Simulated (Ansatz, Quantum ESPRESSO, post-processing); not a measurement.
# Ballistic transmission: Al(111) with five reversed steps (a twin lamella), part 4 of 4

How well does the junction conduct in the ballistic limit? It is: Al(111) with five reversed steps (a twin lamella).

Quantum ESPRESSO 7.5; plane-wave DFT, PBEsol, GBRV ultrasoft pseudopotentials; cross-check by Ansatz 0.2.0 with PAW datasets.

So far. Step 2 (Self-consistent run): The run needed 35 iterations to bring the estimated error under 1e-07 Ry; the largest force on any atom, held or free, is 0.03 eV/Å. Step 3 (The open system): At no point does T exceed the number of channels.

### 5. Cross-check with Ansatz

As a check, the same structure is run in Ansatz.

Level of this step: plane-wave DFT, PBEsol, Ansatz PAW (Ansatz 0.2.0).

The input, input.yaml:

```yaml
crystal:
  lattice:
    - [2.856711396, 0.0, 0.0]
    - [1.428355698, 2.4739846402, 0.0]
    - [0.0, 0.0, 58.3123771882]
  atoms:
    - { symbol: Al, position: [0.0, 0.0, 0.0] }
    - { symbol: Al, position: [0.333333333, 0.333333333, 0.04] }
    - { symbol: Al, position: [0.666666667, 0.666666667, 0.08] }
    - { symbol: Al, position: [0.0, 0.0, 0.12] }
    - { symbol: Al, position: [0.333333333, 0.333333333, 0.16] }
    - { symbol: Al, position: [0.666666667, 0.666666667, 0.2] }
    - { symbol: Al, position: [0.0, 0.0, 0.24] }
    - { symbol: Al, position: [0.333333333, 0.333333333, 0.28] }
    - { symbol: Al, position: [0.666666667, 0.666666667, 0.32] }
    - { symbol: Al, position: [0.333333333, 0.333333333, 0.36] }
    - { symbol: Al, position: [0.0, 0.0, 0.4] }
    - { symbol: Al, position: [0.666666667, 0.666666667, 0.44] }
    - { symbol: Al, position: [0.333333333, 0.333333333, 0.48] }
    - { symbol: Al, position: [0.0, 0.0, 0.52] }
    - { symbol: Al, position: [0.333333333, 0.333333333, 0.56] }
    - { symbol: Al, position: [0.666666667, 0.666666667, 0.6] }
    - { symbol: Al, position: [0.0, 0.0, 0.64] }
    - { symbol: Al, position: [0.333333333, 0.333333333, 0.68] }
    - { symbol: Al, position: [0.666666667, 0.666666667, 0.72] }
    - { symbol: Al, position: [0.0, 0.0, 0.76] }
    - { symbol: Al, position: [0.333333333, 0.333333333, 0.8] }
    - { symbol: Al, position: [0.666666667, 0.666666667, 0.84] }
    - { symbol: Al, position: [0.0, 0.0, 0.88] }
    - { symbol: Al, position: [0.333333333, 0.333333333, 0.92] }
    - { symbol: Al, position: [0.666666667, 0.666666667, 0.96] }
kpoints:
  mp_grid: { grid: [10, 10, 1] }
hamiltonian:
  xc: pbesol
scf:
  occupations: { method: fermi_dirac, width: 0.1 }
  convergence: { dr2_threshold: 1.0e-08 }
output:
  transmission: { leads: [[0, 3]], e_range: [-0.4, 0.4], de: 0.4, kmesh: [12, 12] }
  write_potential: true
  write_density: true
  volumetric_format: npy
  elf: true
```

Launch:

```
$ ansatz run input.yaml --threads 2 --pin off --max-ram 4096MiB --backend cpu --events-out ev --progress --plain --runs-dir out
```

Numbers of over 12 decimals in the logs are rounded to 6 here.

What it wrote:

```text
Engine: ansatz 0.2.0, aarch64-unknown-linux-gnu
Pseudopotentials: kind: paw
Pseudopotential: Al, paw, valence charge 3, recommended cutoff 420 eV (normal), Al.paw.azcp
Functional definition: PBEsol
  exchange = pbesol_x
  correlation = pbesol_c
Crystal: 25 atoms, lattice volume = 412.120 Å³
Basis set: ecut = 420 eV, 8091 PW (Γ)
Bands: 63, of which v1, the nominal top of the filled ones, is band 38 counted from 1 (37 counted from 0)
Symmetry: 12 space group operations
Space group: P-3m1 (ITA 164), of the structure as read, at distance tolerance 7.4e-5 Å
k-points: 14 of 100
Non-local potential: Al, projectors of the file, l = 0: 2, l = 1: 2, l = 2: 1
PAW form: soft (Blöchl's): semilocal exchange-correlation on the pseudo side does not see the compensation charge
PAW frozen core: Al, regenerated for the run's functional, and the local potential with it (the file was generated under x = pbe(κ = 0.804, μ = 0.219515), c = pbe(β = 0.066725))
PAW one-centre angular grid: Al, 110 points (default); XC on 64 Gauss nodes
Initial density: superposition of atomic densities (neutral atoms: chi_scale 0, normalization atom), corrected by the library's trained network
Initial wavefunctions: pseudopotential atomic-orbital guess
Functional: x = pbesol(κ = 0.804, μ = 0.123457), c = pbesol(β = 0.046)
SCF iter   1: F=—  HF=-13113.683258 eV  |F-HF|=—  |Δ(HF+E_count)|=         —  Δρ=1.28e-3  dr2=2.07e0  ethr=1.77e-3  ⟨swp⟩=8.6  Hψ=4686  notcnv=0  defer=28
preconditioner: auto → Kerker (q_TF=auto, 2.054 Å⁻¹)  [metal: Δε(μ)=0.036 eV  Ē_g=7.384 eV  σ=0.100 eV  W_gap=0.09  n_scr=38 (ndim 8)  ℏωp=15.8 eV  f_vac=0.000  D(μ)=11.65/eV (n_scr^D=40)]
SCF iter   2: F=—  HF=-13113.678634 eV  |F-HF|=—  |Δ(HF+E_count)|=   4.62e-3  Δρ=6.41e-4  dr2=3.22e-1  ethr=1.77e-3  ⟨swp⟩=1.3  Hψ=1031  notcnv=0  defer=23
SCF iter   3: F=—  HF=-13113.677518 eV  |F-HF|=—  |Δ(HF+E_count)|=   1.12e-3  Δρ=1.33e-4  dr2=2.16e-4  ethr=4.30e-4  ⟨swp⟩=1.0  Hψ=762  notcnv=0  defer=28
SCF iter   4: F=—  HF=-13113.677503 eV  |F-HF|=—  |Δ(HF+E_count)|=   1.55e-5  Δρ=1.94e-5  dr2=2.34e-5  ethr=2.88e-7  ⟨swp⟩=1.4  Hψ=832  notcnv=0  defer=28
SCF iter   5: F=—  HF=-13113.677515 eV  |F-HF|=—  |Δ(HF+E_count)|=   1.26e-5  Δρ=3.89e-6  dr2=1.58e-6  ethr=3.12e-8  ⟨swp⟩=1.3  Hψ=794  notcnv=0  defer=28
SCF iter   6: F=—  HF=-13113.677495 eV  |F-HF|=—  |Δ(HF+E_count)|=   2.09e-5  Δρ=4.57e-7  dr2=1.24e-8  ethr=2.11e-9  ⟨swp⟩=1.6  Hψ=801  notcnv=0  defer=28
SCF iter   7: F=-13113.677495 eV  HF=-13113.677495 eV  |F-HF|=6.20e-10  |Δ(HF+E_count)|=   2.14e-9  Δρ=1.04e-7  dr2=6.47e-10  ethr=1.33e-11  ⟨swp⟩=15.8  Hψ=3461  notcnv=0
SCF 1 converged in 7 iterations: F = -13113.677495 eV  dr2 = 6.47e-10
  greatest PAW one-centre occupation: 0.452 electrons in one spin orbital (limit 2), on the Al atom at site 13 (counted from 0), in its partial waves of l = 0
transmission: 140 of 1387 steps passed
transmission: 278 of 1387 steps passed
[...]
transmission: 1387 of 1387 steps passed
SCF converged after 7 iterations
Free energy (F): -13113.677495 eV
Harris-Foulkes:  -13113.677495 eV  (|F-HF|=6.20e-10)
Internal energy: -13113.294868 eV  (E = F + TS)
E sigma→0 (E₀):  -13113.486181 eV
Entropy (-TS):   -0.382627 eV (-15.305 meV/atom)
Fermi energy:    7.946871 eV
--- Per-component energies (eV) ---
  E_band       = 260.702863
  E_kinetic    = 571.022327
  E_local      = 244.613220  (includes V_loc(G=0)·N_el)
  E_nonlocal   = 258.997771
  E_hartree    = 2.530009
  E_xc         = -984.948817
  E_vxc        = -728.792808  (∫ρ·V_xc dr)
  E_paw        = -11367.554566  (= ΣΔE_a)
  E_vpaw       = -90.197609  (= ΣTr[D̂ρ^β])
  E_aug_tail   = -0.000064  (compensation charges beyond the density's cutoff)
  E_ewald      = -1838.433223
  E_core_change = 0.478476  (= ΣΔE_core)
  E_smearing   = -0.382627  (= −TS)
  E_closure    = 0.000000  (closes the sum)
  Σ components = -13113.677495   (vs F -13113.677495, Δ=0.00e0)
--- Band table (eV; the first three rows and the last of 14) ---
  k-point 0: bands = [... 34 lower, 8.8368, 10.2331, 10.2340, 11.6933, 11.6939, 13.2094, 13.2127, 14.7766, ... 21 higher]
  k-point 1: bands = [... 34 lower, 9.0496, 10.4309, 10.4387, 11.8709, 11.8860, 13.3465, 13.3816, 14.7943, ... 21 higher]
  k-point 2: bands = [... 34 lower, 9.6625, 10.7298, 10.9622, 11.4674, 11.7475, 11.8170, 11.8411, 11.8762, ... 21 higher]
  k-point 13: bands = [... 34 lower, 6.1004, 6.2495, 6.2611, 6.3349, 6.3978, 6.4012, 6.4685, 6.5867, ... 21 higher]
--- Transmission ---
  basis      : 61 plane waves across, 73 finite elements along
  points     : 19, standing for a mesh of 12 x 12
  energies   : 3 from -0.400000 to 0.400000 eV about the Fermi level, 0.400000 eV apart; the leads are filled to 0.000000 eV, and channels, transmission and decay are at 0.000000 eV
  crystal 0  : Al3, at the sites [0, 3], period 6.9975 Å, over 48.98 Å; its Hamiltonian steps by up to 2.3 meV
    offset         : up to 0.0000 Å between an atom of the period and one for which it stands
    channels       : 1.340278e0 a spin
    conductance    : none, the energies end too early or step too widely for 300 K: set another output.transmission.e_range or a lower de, or, where they end at an eighth of basis.ecutwfc, a higher one
    slowest decay  : 0.0925 /Å at (-0.3333, 0.3333)
  junction   : crystal 0 to crystal 0, -4.20 to 47.12 Å
    transmission   : 1.007367e0 a spin
    conductance    : none, the energies end too early or step too widely for 300 K: set another output.transmission.e_range or a lower de, or, where they end at an eighth of basis.ecutwfc, a higher one
```

Run time: 69 s. Hardware: 2 threads of Arm Neoverse N1, shared host; peak memory 0.79 GiB.

Numbers from this step:

* free energy: -13113.6775 eV
* energy at zero smearing: -13113.4862 eV
* smearing term TS: 0.3826 eV
* Fermi energy: 7.947 eV
* symmetry operations: 12
* transmission at the Fermi level, one spin: 1.007
* lead channels at the Fermi level, one spin: 1.340
* step of the lead's Hamiltonian over a period: 2.3 meV

Per spin; mean over the k mesh across the current. Transmission, zone mean against energy, zero at the Fermi level:

```csv
energy (eV),"transmission, zone mean"
-0.400,0.907
0.000,1.01
0.400,1.18
```

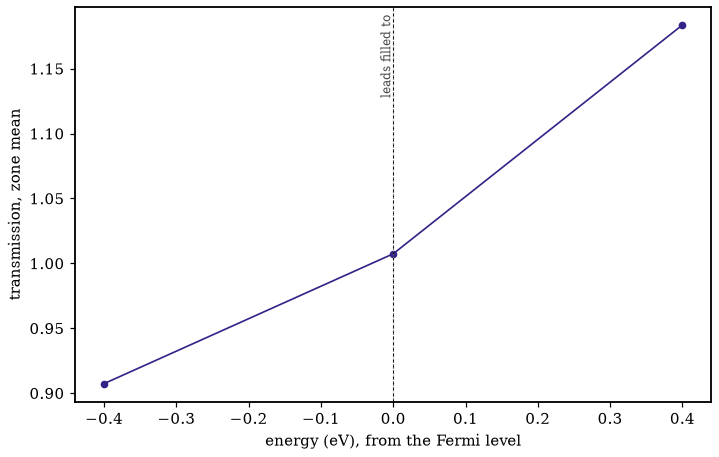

Transmission, zone mean against energy.

Per spin; mean over the k mesh across the current. Open channels, zone mean against energy, zero at the Fermi level:

```csv
energy (eV),"open channels, zone mean"
-0.400,1.22
0.000,1.34
0.400,1.38
```

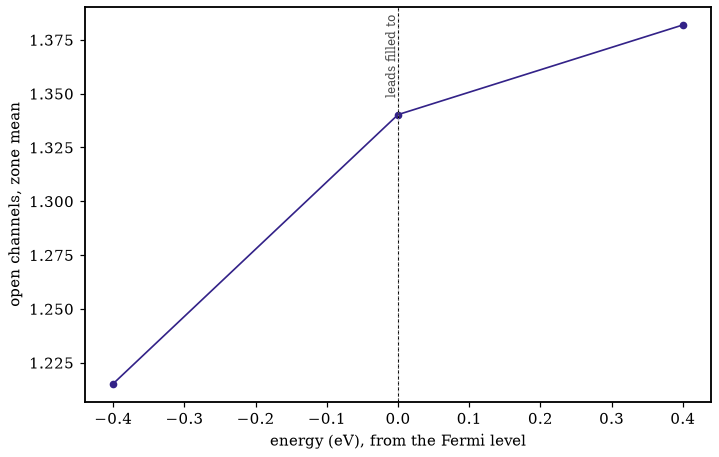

Open channels, zone mean against energy.

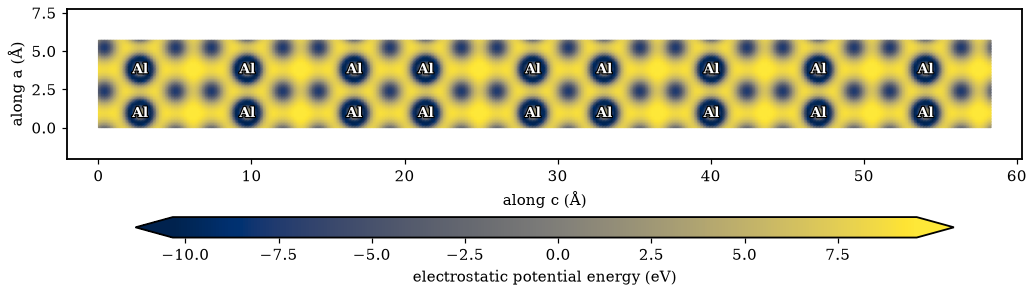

Electrostatic potential energy in the ca plane at fractional y = 0.333, with atoms of Al within 0.2 Å of it. With pseudopotentials it is smooth inside the atoms' cores, unlike the true potential.

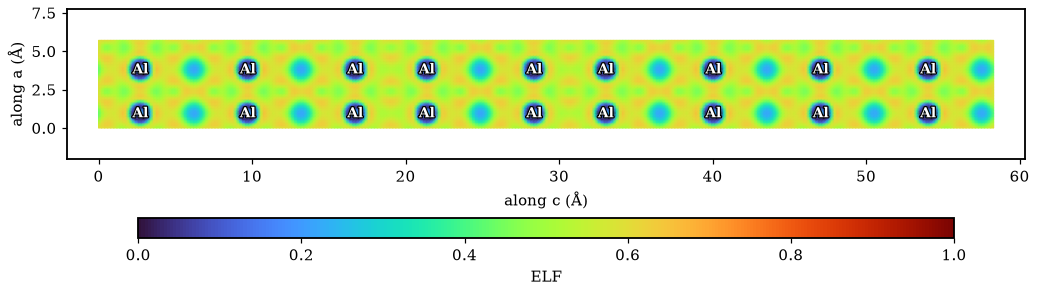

ELF in the ca plane at fractional y = 0.333, with atoms of Al within 0.2 Å of it. It is the smooth field of the valence electrons, not physical close to the nuclei.

Ansatz finds T = 1.01 against pwcond's 1.01.

### 6. All levels side by side

All levels:

```csv
step,T at the Fermi level (per spin),conductance (G0),r.m.s. T(E) from the first,CPU time of the step (s),peak memory (GiB)
Ansatz,1.007,-,0,132,0.789
pwcond,1.013,1.013,0.02985,486.8,0.16
"pwcond, changed setting",1.013,1.013,0.02977,304.8,0.14
```

Per spin; mean over the k mesh across the current. Table of transmission, zone mean by energy, zero at the Fermi level:

```csv
energy (eV),Ansatz,pwcond,"pwcond, changed setting"
-0.400,0.907,0.955,0.955
0.000,1.01,1.01,1.01
0.400,1.18,1.20,1.20
```

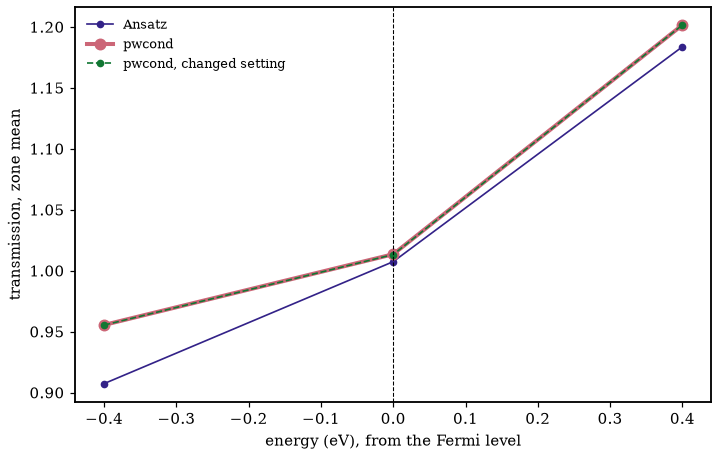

Transmission, zone mean against energy.

### 7. Worked from the printed numbers

The Landauer sum over the mesh, Σ w T = 0.0833 × 1.96 + 0.0833 × 1.49 + 0.0833 × 1 + … = 1.013.

G = 1.01 × 77.48 µS = 78.5 µS a cell. Times the area of 7.067 Å², the resistance-area product is A/G = 0.900 fΩ m², the leads' contact resistance included.

Free electrons at 3 an atom (3 atoms in 49.5 Å³) have k_F = 1.753 1/Å and offer A k_F²/4π = 1.73 channels per spin; the lead has 1.26 on this mesh.

### 8. Outcome

| Quantity | Value |
| --- | --- |
| conductance from T at the Fermi level, a cell (G₀ = 2e²/h) | 1.01 G₀ |
| conductance per area | 1111 S/μm² |
| lead channels per spin | 1.26 |
| the same conductance by Ansatz | 1.01 G₀ |

In words: The junction conducts 1.01 G₀ a cell at the Fermi level (PBEsol, GBRV ultrasoft). At the Fermi level the junction passes 81 % of what the leads offer. At the Fermi level pwcond and Ansatz differ by 0.61 %, a close match. The codes count unlike numbers of lead channels on 8 % of the mesh. The mean rests on 19 distinct points, the heaviest weighing 0.08, and the mesh was not tested, so even the second digit is unsure. Over -0.4 to 0.4 eV, T lies between 0.96 and 1.2 per spin. The geometry is as built, not relaxed, and the leads are short.

[Logs are printed without paths, hosts, clocks, repeated set-up lines and the standing remarks that a program may print on its own settings, such as how far it seeks lower states.]

[Hosts, paths, dates, database ids (printed as entryN), source tags and the programs' standing remarks are cut or masked in the printed files.]

[Maps of the electrostatic potential energy from Ansatz leave out the sawtooth potential of an applied field or a dipole correction, so their vacuum need not be flat; planar profiles and work functions include it.]
